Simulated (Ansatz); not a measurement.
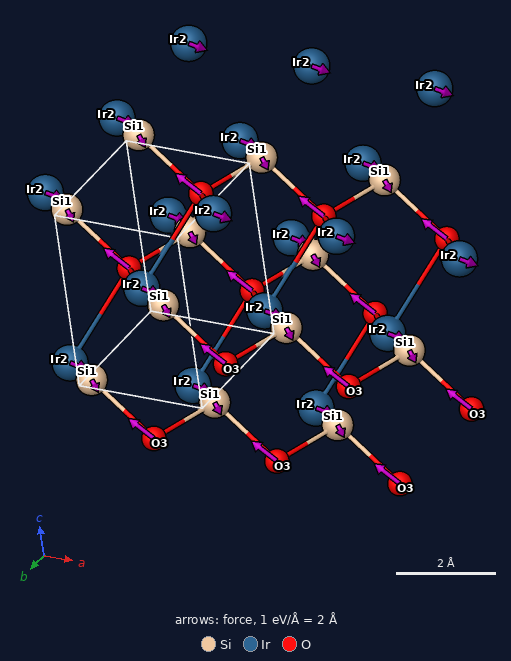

Starting geometry of a crystal of SiIrO (a generated structure, set up in Pm) (coarse preliminary run) with the computed forces as purple arrows. Style: ball-and-stick. Shown: the cell of the calculation, repeated 3 × 2 × 2 with one cell outlined, from a free direction.

All numbers below come from Ansatz 0.2.0, DFT PBE, scalar-relativistic, plane waves, PAW.

The input:
```yaml
crystal:
  lattice:
    - [2.7175151047, 0.0, 0.0]
    - [0.0, 3.7703972835, 0.0]
    - [-0.5464257041, 0.0, 3.7543543477]
  atoms:
    - { symbol: Si, position: [0.4559489649, 0.5, 0.3137640149] }
    - { symbol: Ir, position: [0.640119953, 0.0, 0.65702267] }
    - { symbol: O, position: [0.9039310821, 0.5, 0.0292133152] }
basis:
  ecutwfc: 420
kpoints:
  mp_grid: { grid: [6, 4, 4] }
hamiltonian:
  xc: pbe
scf:
  occupations: { method: gaussian, width: 0.1 }
  lower_state_search: "off"
output:
  forces: true
  stress: true
  eigenvalues: true
relax:
  adjacent_minimum: "off"
  f_tol: 0.04
  max_steps: 70
  cell: { stress_tol: 0.4 }
```

Command:
```bash
ansatz run input.yaml --threads 1 --pin off --max-ram 2048MiB --backend cpu --events-out ev --progress --plain --runs-dir out
```

### Is this structure relaxed? If not, where do the atoms go?

It isn't relaxed: the largest force vector, on O3, is 0.35 eV/Å. The final displacements follow the starting forces only in part (cosine between the two patterns 0.80). The atom that moves furthest relative to the cell is O3 (0.25 Å along [−1 0 1]). Largest moves by element: O 0.25 Å, Ir 0.15 Å, Si 0.11 Å. The drawn cell changes as follows: a 2.718 → 2.656 Å (−2.3 %), b 3.770 → 3.395 Å (−10.0 %), c 3.794 → 4.850 Å (+27.8 %), β 98.3° → 105.9°; the volume changes by +9.3 %. Among the contacts that change: Ir2–O3 2.402 → 2.678 Å, Ir2–Ir2 2.718 → 2.656 Å, Si1–O3 1.740 → 1.703 Å, Si1–Ir2 2.305 → 2.282 Å. The space group (tolerance 0.01 Å) goes from Pm (No. 6) to Amm2 (No. 38). Over 12 accepted moves (15 points after the start) the energy falls by 0.565 eV per cell of the calculation. Largest force component: 0.3 eV/Å at the start, 0.034 eV/Å at the end. Pressure: 4.56 GPa at the start and 0.00 GPa at the end. The SCF was repeated 3 times at an unchanged geometry on a basis and grid sized afresh for the cell, which shifted the energy by 62.1 meV per cell of the calculation at most. The run took 59 s on 1 thread of Arm Neoverse V1 (shared host), peak memory 0.34 GiB.

Limits of the set-up: the k-point mesh is coarse for a cell with partly filled bands.
